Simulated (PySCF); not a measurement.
C7H6N2O (SMILES c1ccn(-c2ncco2)c1)

```xyz
16

C    -2.5195    0.9117   -0.3304
C    -2.6695   -0.4140    0.1506
C    -1.4230   -0.9344    0.3105
N    -0.5109    0.0245   -0.0545
C     0.8425   -0.1374   -0.0259
N     1.4793   -1.2070    0.3435
C     2.8004   -0.8882    0.1982
C     2.8996    0.3827   -0.2601
O     1.6410    0.8759   -0.4076
C    -1.1858    1.1537   -0.4471
H    -3.3118    1.5961   -0.5593
H    -3.5964   -0.9126    0.3506
H    -1.0858   -1.8926    0.6476
H     3.5668   -1.5961    0.4333
H     3.7187    1.0229   -0.5098
H    -0.6532    2.0239   -0.7738
```

Geometry: GFN2-xTB.

Method: PBE0/pcSseg-1, SCF density, gas phase, non-relativistic (PySCF).

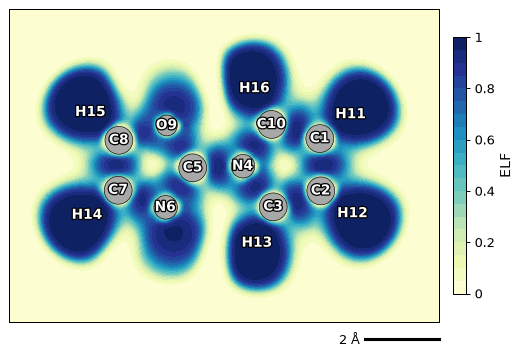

Figure 1. ELF on the molecular plane. Grey discs cover the atomic cores.

What do the fields say about this system?

Answer. The plane passes through C, N, O and H nuclei. C–N (1.30 Å): the ELF peaks at about 0.90 between the atoms; localised, covalent bonding. C–O (1.35 Å): the ELF peaks at about 0.90 between the atoms: a polar covalent bond. C–C (1.35 Å): the ELF peaks at about 0.95 between the atoms, as expected for localised, covalent bonding. C–H (1.07 Å): the ELF climbs to about 1 towards the hydrogen, as it does in any bond to H; a covalent bond by its length. C–N (1.36 Å): the ELF peaks at about 0.95 between the atoms; localised, covalent bonding. The ELF also peaks beside N6 and O9, away from the bonds: lone-pair regions.

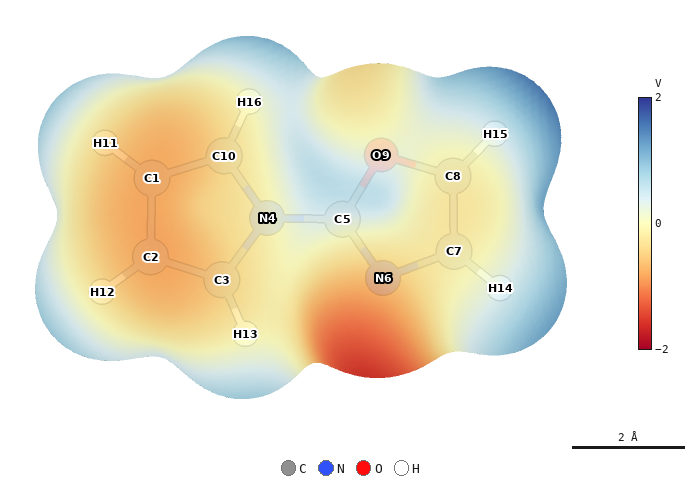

Figure 2. The electrostatic potential painted on the density surface at 0.002 e/bohr³, seen across its widest extent; the colour scale runs from red (negative) to blue (positive).

Where is the surface potential most negative and most positive?

Answer. The most negative region (about −1.5 V) lies over N6, the most positive (about +1.5 V) over H15. N6 is the likeliest acceptor of a hydrogen bond.
